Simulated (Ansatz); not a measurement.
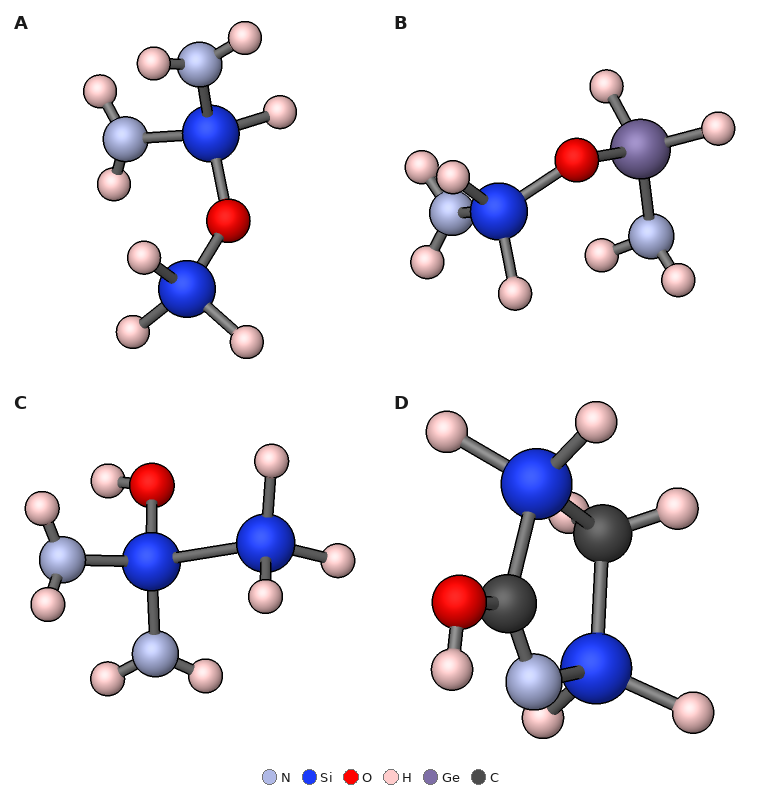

Figure made from data computed with Ansatz.

Question: Match each picture to its SMILES.
(1) N[SiH](N)O[SiH3]
(2) OC1=N[SiH2]C[SiH2]1
(3) N[Si](N)(O)[SiH3]
(4) N[SiH2][O][GeH2][NH2]

Answer: A is (1), B is (4), C is (3), D is (2).
